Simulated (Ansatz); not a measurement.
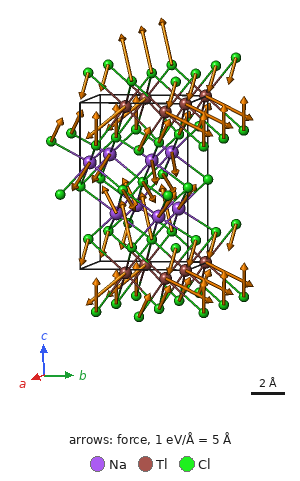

Starting geometry of solid Na2TlCl3 (built on the K2NaCl3-164 type type) with the computed forces as orange arrows. The picture is a ball-and-stick view of the cell of the calculation, reduced to other axes, repeated 2 × 1 × 1 with one cell outlined, seen slightly off an axis. Lengths and directions refer to the drawn axes.

Case: shaken.

These are results of DFT, PBEsol, plane waves, PAW in Ansatz, not measurements.

The input:
```yaml
crystal:
  lattice:
    - [8.0910400631, -0.0994034109, 0.0956291547]
    - [-2.0658029553, 3.6005136542, 0.004444331]
    - [0.1225548487, 0.0839107147, 10.3460389961]
  atoms:
    - { symbol: Na, position: [0.1825710847, 0.7125126165, 0.6564595627] }
    - { symbol: Na, position: [0.3277756127, 0.3008839197, 0.3417782767] }
    - { symbol: Tl, position: [0.0215257204, 0.0290684778, 0.0021166099] }
    - { symbol: Cl, position: [0.1743950241, 0.6787632062, 0.209322484] }
    - { symbol: Cl, position: [0.3283233014, 0.3007947034, 0.8164785556] }
    - { symbol: Cl, position: [-0.0048164323, -0.0163134248, 0.5033763538] }
    - { symbol: Na, position: [0.6588129712, 0.6471302594, 0.6623415628] }
    - { symbol: Na, position: [0.813365946, 0.2983305688, 0.3329305639] }
    - { symbol: Tl, position: [0.4894704916, 0.0139373044, -0.0034260055] }
    - { symbol: Cl, position: [0.6646633594, 0.6620491801, 0.206497702] }
    - { symbol: Cl, position: [0.8345923889, 0.3575371165, 0.7962812497] }
    - { symbol: Cl, position: [0.4995021485, -0.0550969118, 0.4948891793] }
kpoints:
  mp_grid: { grid: [6, 6, 2] }
hamiltonian:
  xc: pbesol
scf:
  occupations: { method: fermi_dirac, width: 0.05 }
relax:
  f_tol: 0.01
  cell: {}
  max_steps: 120
```

### Is this structure relaxed? If not, where do the atoms go?

It isn't relaxed: the largest force vector, on Cl atoms, is 0.68 eV/Å. The final displacements follow the starting forces only in part (cosine between the two patterns 0.83). The largest move relative to the cell is that of Na8, 0.23 Å along [−1 −2 −2]. Largest moves by element: Na 0.23 Å, Cl 0.21 Å, Tl 0.17 Å. The volume changes by +0.2 %, with a 4.151 → 4.075 Å (−1.8 %), b 6.969 → 7.059 Å (+1.3 %), c 10.347 → 10.419 Å (+0.7 %), α 88.4° → 90.0°, β 89.9° → 90.0°, γ 89.7° → 90.0°. Near-neighbour distances that change, for instance: Tl3–Cl5 2.836 → 3.137 Å, Cl5–Tl9 2.876 → 3.137 Å, Na7–Cl12 3.077 → 2.833 Å, Na1–Cl6 3.071 → 2.833 Å. Bond angles that change, for instance: Na1–Cl12–Na8 169.2° → 180.0°, Cl5–Na1–Cl12 98.5° → 87.8°, Cl4–Na8–Cl12 169.1° → 179.6°. The space group (tolerance 0.01 Å) goes from P1 (No. 1) to P-3m1 (No. 164). After 4 accepted moves (5 points after the start) the energy has fallen by 0.377 eV per cell of the calculation. The largest force component goes from 0.55 to 0.0054 eV/Å. Pressure: 0.64 GPa at the start and −0.01 GPa at the end. The SCF was repeated once at an unchanged geometry on a basis and grid sized afresh for the cell, which shifted the energy by less than 0.05 meV per cell of the calculation at most. Cost: 14 s on 1 × NVIDIA H100 80GB HBM3 with 2 threads of AMD EPYC 7R13 Processor (Zen 3), with other jobs on the host, peak memory 1.3 GiB.
